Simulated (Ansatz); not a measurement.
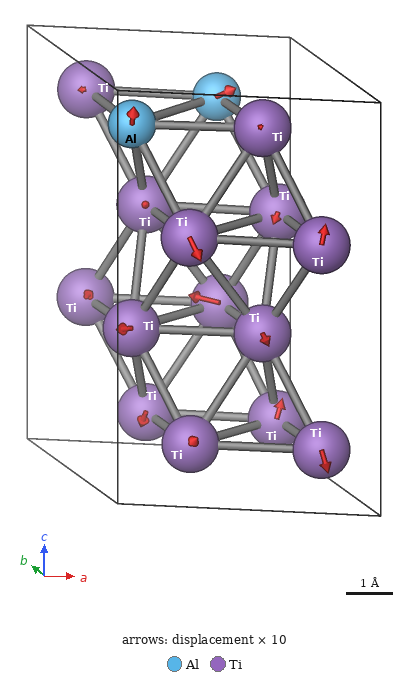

A relaxation of solid Ti7Al (a generated structure, set up in P1) (coarse preliminary run). The starting structure is drawn; red arrows show the displacements (the part carried along by the change of the cell is left out), magnified 10 times.

The picture is a ball-and-stick view of the cell of the calculation, seen slightly off an axis.

Case: elements placed on the hcp lattice with like neighbours.

Computed with Ansatz, DFT PBE, scalar-relativistic, plane waves, PAW.

Input
```yaml
crystal:
  lattice:
    - [2.9221591, -5.06132802, 0.0]
    - [2.92215912, 5.06132802, 0.0]
    - [0.0, 0.0, 9.35090914]
  atoms:
    - { symbol: Al, position: [0.1705400455, 0.3365822268, 0.870849785] }
    - { symbol: Al, position: [0.6646707807, 0.8385558007, 0.8725429686] }
    - { symbol: Ti, position: [0.3354178435, 0.1715228709, 0.1275277471] }
    - { symbol: Ti, position: [0.3329756651, 0.1728203949, 0.6263472061] }
    - { symbol: Ti, position: [0.832078381, 0.1678420613, 0.1285187292] }
    - { symbol: Ti, position: [0.8318742476, 0.1648690174, 0.6242941195] }
    - { symbol: Ti, position: [0.3352648818, 0.663158355, 0.1270449136] }
    - { symbol: Ti, position: [0.3356621047, 0.6705385152, 0.6285303116] }
    - { symbol: Ti, position: [0.831422031, 0.6615251752, 0.1249708412] }
    - { symbol: Ti, position: [0.8401157775, 0.6710698626, 0.6240915732] }
    - { symbol: Ti, position: [0.6644577184, 0.3323971251, 0.3796686468] }
    - { symbol: Ti, position: [0.6667823092, 0.3374764843, 0.8753888007] }
    - { symbol: Ti, position: [0.1672591273, 0.3325806422, 0.3773594118] }
    - { symbol: Ti, position: [0.6733216613, 0.8314430008, 0.3753527474] }
    - { symbol: Ti, position: [0.1630432043, 0.8284961622, 0.3744934612] }
    - { symbol: Ti, position: [0.1687736145, 0.8381864686, 0.8756231493] }
  symmetry: { detect: false }
basis:
  ecutwfc: 420
kpoints:
  mp_grid: { grid: [3, 3, 2], shift: [0.0, 0.0, 0.5] }
hamiltonian:
  xc: pbe
scf:
  occupations: { method: gaussian, width: 0.1 }
  lower_state_search: "off"
output:
  forces: true
  stress: true
  eigenvalues: true
relax:
  adjacent_minimum: "off"
  f_tol: 0.04
  max_steps: 50
  cell: { stress_tol: 0.3 }
```

Launched with:
```bash
ansatz run input.yaml --threads 4 --pin off --max-ram 9216MiB --backend cpu --events-out ev --progress --plain --runs-dir out
```

### What did the optimiser do to the structure, and how much energy did it gain?

The largest move relative to the cell is that of Ti14, 0.086 Å along [−1 1 0]. By element the largest moves are Ti 0.086 Å, Al 0.066 Å. The drawn cell changes as follows: a 5.844 → 5.826 Å (−0.3 %), b 5.844 → 5.825 Å (−0.3 %), c 9.351 → 9.334 Å (−0.2 %), γ 120.0° → 119.8°; the volume changes by −0.6 %. Among the contacts that change: Ti14–Ti15 2.974 → 2.875 Å, Al1–Ti5 2.956 → 2.861 Å, Ti4–Ti15 2.930 → 2.846 Å, Al1–Ti4 2.820 → 2.902 Å. Within 0.06 Å the space group is P1 at the start and Pmm2 at the end; at a tighter tolerance small leftover displacements or strains of the cell lower it. Over 2 accepted moves (4 points after the start) the energy falls by 6.8 meV per atom. Largest force component: 0.37 eV/Å at the start, 0.02 eV/Å at the end. The pressure goes from −0.64 to −0.07 GPa. The line search rejected the trial step at point 1 of the run. At 1 point the geometry stayed and the basis and grid were re-selected for the new cell (energy shift of less than 0.05 meV per atom at most each time).
